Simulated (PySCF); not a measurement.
## A study: C2H2F4, SMILES `FCC(F)(F)F`

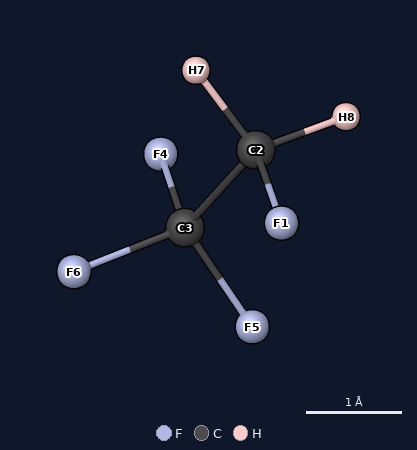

The molecule, with its atoms numbered as below. No frequency check shows the geometry to be a minimum.

Coordinates in Å:

```
F1      -1.9582   -0.1859   -0.0011
C2      -0.9493    0.7232    0.0020
C3       0.4043    0.0088   -0.0003
F4       1.3906    0.9194    0.0067
F5       0.5786   -0.7656    1.0713
F6       0.5819   -0.7523   -1.0795
H7      -1.0316    1.3400   -0.8983
H8      -1.0344    1.3288    0.9111
```

Part 1: Bonding charge

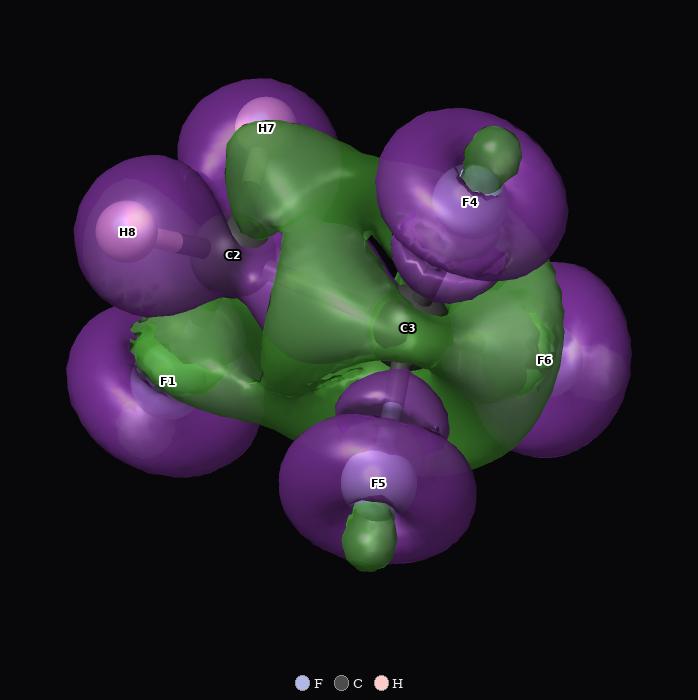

Deformation density (molecule less spherical, spin-averaged free atoms at the same positions), surfaces at ±0.07 e/Å³; purple: gain, green: loss.

Level of theory: PBE0/def2-TZVP (PySCF), at a geometry from GFN2-xTB.

Q: How much density has each bond gained at its critical point, relative to the free atoms?

A: C2–H7: +0.81 e/Å³ at the bond critical point (bond length 1.09 Å, Mayer order 0.9). C2–H8: +0.80 e/Å³ at the bond critical point (bond length 1.10 Å, Mayer order 0.9). C2–C3: +0.63 e/Å³ at the bond critical point (bond length 1.53 Å, Mayer order 1.0). C3–F6 and C3–F5: +0.16 e/Å³ at the bond critical point (bond length 1.33 Å, Mayer order 1.1). C3–F4: +0.14 e/Å³ at the bond critical point (bond length 1.34 Å, Mayer order 1.1). F1–C2: −0.02 e/Å³ at the bond critical point (bond length 1.36 Å, Mayer order 1.0); up to 0.6 Å beside the axis the gain reaches +0.27 e/Å³. In all, 1.8 electrons gather in the regions of gain relative to the promolecule. A small or negative value marks a very polar bond, one between electron-rich atoms, whose free-atom densities already overlap strongly, a long bond to a heavier atom, or a closed-shell contact such as a hydrogen bond.

Part 2: Local ionisation energy

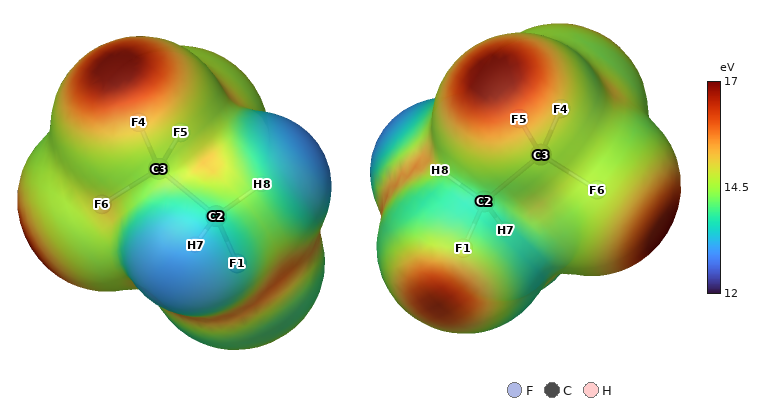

Average local ionisation energy on the surface of electron density 0.001 a.u. (back view left, front view right).

Q: Where are the most loosely bound electrons on this surface?

A: The lowest value is 12.9 eV, 1.3 Å from H8, and at like points elsewhere. Further minima include 13.7 eV, 1.7 Å from F1, and at like points elsewhere; 13.9 eV, 1.7 Å from F1; 14.2 eV, 1.7 Å from F5. For comparison, the highest occupied orbital lies at −10.5 eV.

Part 3: In an electric field

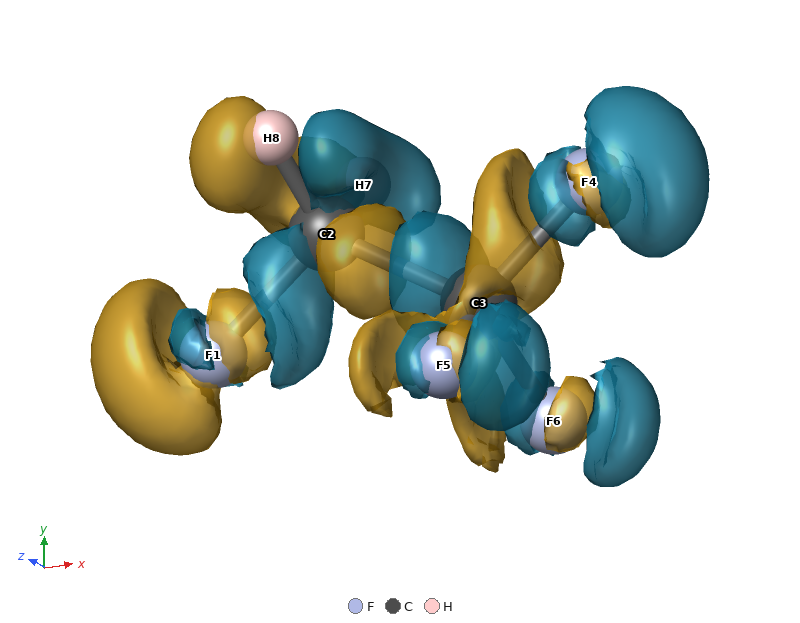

Change of the electron density in a uniform field of 0.21 V/Å, surfaces at ±0.002 e/Å³ (yellow: gain, teal: loss).

Level of theory: PBE0/def2-TZVP (PySCF), at a geometry from GFN2-xTB. A basis without diffuse functions makes polarisabilities too small.

Q: Along which Cartesian direction does the field point?

A: Along +x: electrons gather on the −x side, against the field.

Q: What dipole is induced, and what polarisability does it imply?

A: The induced dipole is 0.29 D (along the field); α along this axis, from the fields in both directions, is 28 bohr³ (4.2 Å³).

Q: Which atoms gain and lose the most charge?

A: Electrons gather most on F1 (Hirshfeld charge changes by −0.008 e) and leave F4 most (+0.007 e); 0.032 electrons are displaced in all.

Part 4: Removing or adding an electron

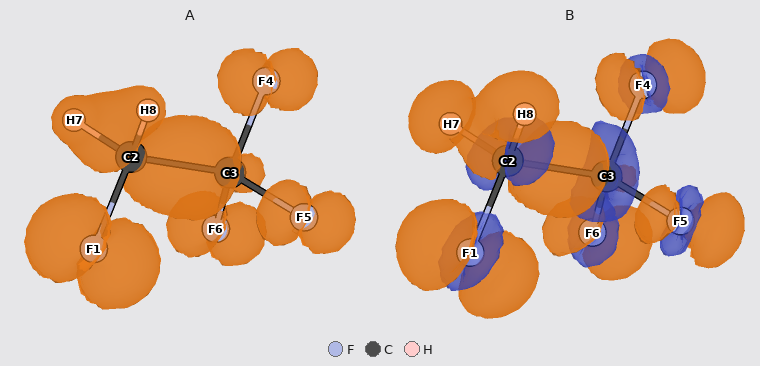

The Fukui function f⁻ from two separate SCF calculations and the density of the HOMO, at ±0.04 e/Å³ (orange positive, blue negative).

Q: Which panel is which, and how good is the frozen-orbital picture?

A: B is f⁻ (it has negative regions), A the HOMO density. The HOMO lies on F1 (33 %), C2 (19 %) and C3 (14 %); f⁻ (Hirshfeld-condensed) is largest on F1 (0.24); the vertical ionisation energy is 13.04 eV (the stability of the cation's solution wasn't checked). Relaxation shifts 21 % of the electron between atoms. The orbital energy is −10.49 eV.

The PySCF runs shown took 21 s, 44 s and 59 s on 1 thread of Intel(R) Xeon(R) Platinum 8259CL CPU @ 2.50GHz (Skylake/Cascade Lake), with other jobs on the host.
